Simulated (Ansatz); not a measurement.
**What a change does: single-point calculation on Si$_{2}$H$_{6}$**

System: Si$_{2}$H$_{6}$.
Method of run 1: RKS B3LYP-D4/def2-TZVPPD (Ansatz 0.2.0).

The geometry comes from this level: PBE0-D4/def2-TZVP. Text and figures count atoms from 1; the logs count them from 0 in places.

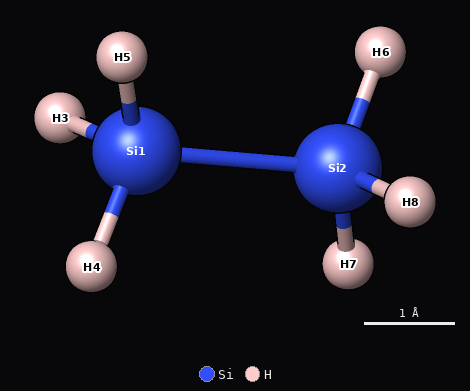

**Figure 1.** The structure (ball-and-stick view, seen at a tilt; atoms are numbered from 1 in the order of the input).

The input, run 1:
```yaml
crystal:
  periodic: [false, false, false]
  atoms:
    - {symbol: Si, position_ang: [0.520979, 0.080551, 2.335390]}
    - {symbol: Si, position_ang: [-0.048943, 0.086927, 0.063557]}
    - {symbol: H, position_ang: [-0.693267, 0.219316, 3.185888]}
    - {symbol: H, position_ang: [1.202451, -1.190955, 2.705215]}
    - {symbol: H, position_ang: [1.440965, 1.207602, 2.652718]}
    - {symbol: H, position_ang: [-0.725385, 1.362595, -0.276838]}
    - {symbol: H, position_ang: [-0.952274, -1.061710, -0.209211]}
    - {symbol: H, position_ang: [1.194491, -0.059828, -0.739088]}
basis:
  gaussian: {orbitals: "def2-TZVPPD.json"}
hamiltonian: {xc: {name: B3LYP}, dispersion: d4}
```

Launched with:
```bash
ansatz run in.yaml --threads 4 --pin off --events-out ev --progress --plain --max-ram 9574MiB
```

Hardware: 4 threads of Arm Neoverse V2, 23 GiB of memory available, shared host.

Output (run 1):
```
Functional definition: B3LYP
  parameter a0 = 0.2
  parameter ax = 0.72
  parameter ac = 0.81
  exchange = (1 - a0 - ax)*slater_x + ax*b88_x + a0*exact_x
  correlation = (1 - ac)*vwn_rpa_c + ac*lyp_c
984 factors; their error is unknown
mean field evaluation 1: about -15853.8448 eV, gradient 1.4e1 eV
mean field evaluation 2: about -15854.4064 eV, gradient 6.4e0 eV
mean field evaluation 4: about -15854.5306 eV, gradient 2.9e-1 eV
mean field evaluation 8: about -15854.5463 eV, gradient 3.5e-3 eV
mean field -15854.54633987 eV, -582.6438313926 hartree, gradient 3.0e-5 eV, S^2 0.000000; 0 other end points of the search recorded, 0 dependent functions left out
reference -15854.54661218 eV, -582.6438413999 hartree; 17, 17 occupied and 181, 181 virtual orbitals, 984 factors
Total energy: -15854.75763412 eV, -582.6515963132 hartree
```

The input of run 2 differs as follows (lines with − go, lines with + come):
```diff
-    - {symbol: Si, position_ang: [0.520979, 0.080551, 2.335390]}
-    - {symbol: Si, position_ang: [-0.048943, 0.086927, 0.063557]}
-    - {symbol: H, position_ang: [-0.693267, 0.219316, 3.185888]}
-    - {symbol: H, position_ang: [1.202451, -1.190955, 2.705215]}
-    - {symbol: H, position_ang: [1.440965, 1.207602, 2.652718]}
-    - {symbol: H, position_ang: [-0.725385, 1.362595, -0.276838]}
-    - {symbol: H, position_ang: [-0.952274, -1.061710, -0.209211]}
-    - {symbol: H, position_ang: [1.194491, -0.059828, -0.739088]}
+    - {symbol: Si, position_ang: [0.524700, 0.080319, 2.349327]}
+    - {symbol: Si, position_ang: [-0.040316, 0.081278, 0.080122]}
+    - {symbol: H, position_ang: [-0.697548, 0.220442, 3.185633]}
+    - {symbol: H, position_ang: [1.204519, -1.192843, 2.709764]}
+    - {symbol: H, position_ang: [1.441498, 1.211780, 2.653019]}
+    - {symbol: H, position_ang: [-0.722518, 1.352772, -0.281595]}
+    - {symbol: H, position_ang: [-0.954317, -1.052439, -0.223640]}
+    - {symbol: H, position_ang: [1.182999, -0.056811, -0.755000]}
```

Predict how the results change.

With the same method and basis, run 2 lies 0.11 kcal/mol lower.

Output (run 2):
```
Functional definition: B3LYP
  parameter a0 = 0.2
  parameter ax = 0.72
  parameter ac = 0.81
  exchange = (1 - a0 - ax)*slater_x + ax*b88_x + a0*exact_x
  correlation = (1 - ac)*vwn_rpa_c + ac*lyp_c
984 factors; their error is unknown
mean field evaluation 1: about -15853.8497 eV, gradient 1.4e1 eV
mean field evaluation 2: about -15854.4143 eV, gradient 6.3e0 eV
mean field evaluation 4: about -15854.5362 eV, gradient 3.0e-1 eV
mean field evaluation 8: about -15854.5514 eV, gradient 3.2e-3 eV
mean field -15854.55136594 eV, -582.6440160973 hartree, gradient 3.2e-5 eV, S^2 0.000000; 0 other end points of the search recorded, 0 dependent functions left out
reference -15854.55163826 eV, -582.6440261052 hartree; 17, 17 occupied and 181, 181 virtual orbitals, 984 factors
Total energy: -15854.76250376 eV, -582.6517752693 hartree
```

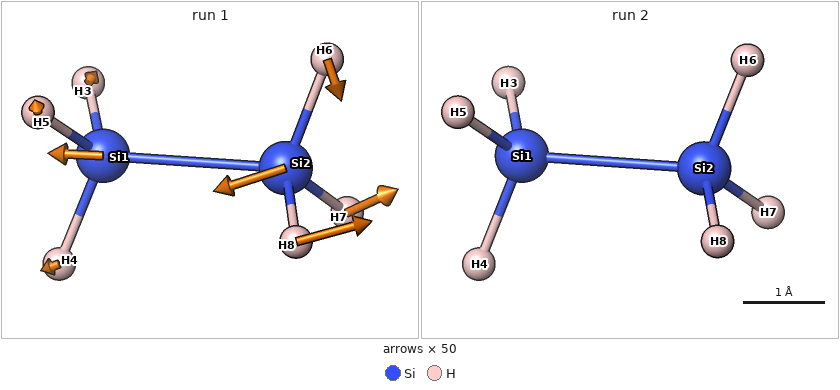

**Figure 2.** The two input geometries at one scale (ball-and-stick view, seen at a tilt). The orange arrows on the first give the shifts of the atoms after the best rigid fit, magnified 50 times. The largest moves after the best rigid fit, 0.020 Å, are those of Si2 and H8. By element the largest moves are H 0.020 Å, Si 0.020 Å. Among the contacts that change: Si2–H6 1.483 → 1.488 Å.

The two runs side by side:

| quantity | run 1 | run 2 |
| --- | --- | --- |
| outcome | converged | converged |
| total energy (hartree) | −582.651596 | −582.651775 |
| basis functions | 198 | 198 |
| wall time (shared host) | 1.6 s | 1.6 s |
